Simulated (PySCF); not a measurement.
Consider C5H12FNSi2.

```xyz
21

C     1.0066    2.0128   -1.8705
C     1.3308    1.6277   -0.6466
Si    0.1489    0.8361    0.5881
N    -1.4716    0.9721    0.0058
Si   -2.8431   -0.0699    0.2762
C     0.5313   -1.0158    0.7095
F    -0.1169   -1.6159    1.7770
C     1.8670   -1.6123    0.3879
C     0.6889   -1.8987   -0.4913
H     0.0052    1.8881   -2.2506
H     1.7152    2.4656   -2.5481
H     2.3508    1.7793   -0.3153
H     0.3425    1.4180    1.9260
H    -1.7040    1.8913   -0.3339
H    -3.9201    0.5428   -0.5070
H    -2.5045   -1.3945   -0.2353
H    -3.1950   -0.1222    1.6963
H     2.2226   -2.4082    1.0249
H     2.6421   -0.9551    0.0255
H     0.2555   -2.8864   -0.4423
H     0.6389   -1.4377   -1.4656
```

Geometry: GFN2-xTB.

These are results of PySCF 2.14.0, PBE0/pcSseg-1, SCF density, gas phase, non-relativistic, not measurements.

What will maps of the electron density and electron localisation function show?

C–C (1.32 Å): the density is about 2.3 e/Å³ at the midpoint; the ELF peaks at about 0.95 between the atoms (a short, multiple covalent bond).
C–Si (1.88 Å): the density is about 0.94 e/Å³ at the midpoint; the ELF peaks at about 0.95 between the atoms (a covalent bond).

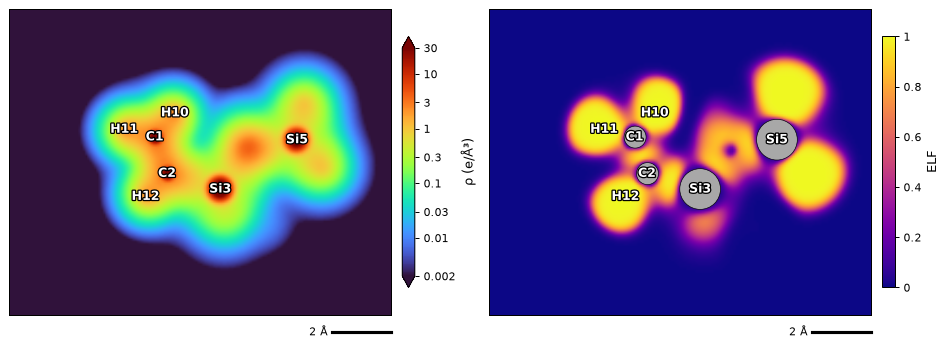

Computed electron density and electron localisation function on the plane of atoms C2, C1 and H10, in this order. Grey discs cover the atomic cores in the ELF map. 
